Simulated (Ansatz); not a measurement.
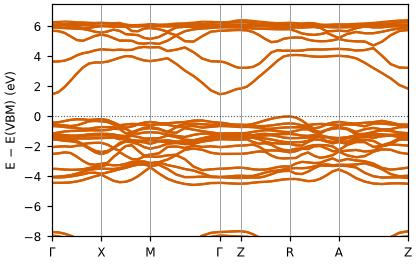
Figure: Band structure from DFT-r²SCAN+D4 with spin–orbit coupling in the program Ansatz with PAW potentials

Problem. Read off the gap and where the band edges lie.

Solution. About 1.5 eV (1.49 eV by a search for the band edges); maximum at R, minimum at Γ.

The material is LaBi$_{2}$ClO$_{4}$ in space group P4/mmm (No. 123; La on 1a, Bi on 2h, Cl on 1b, O on 4i).

The first step of the workflow began from a Materials Project structure, measured or hypothetical; the Crystallography Open Database copy checked does not list it. Its standing as an ambient phase is unchecked. The cell was relaxed with r²SCAN+D4 under the symmetry of its start; its stability against distortions is not shown here.

Potentials: the later of the program's two PAW sets.
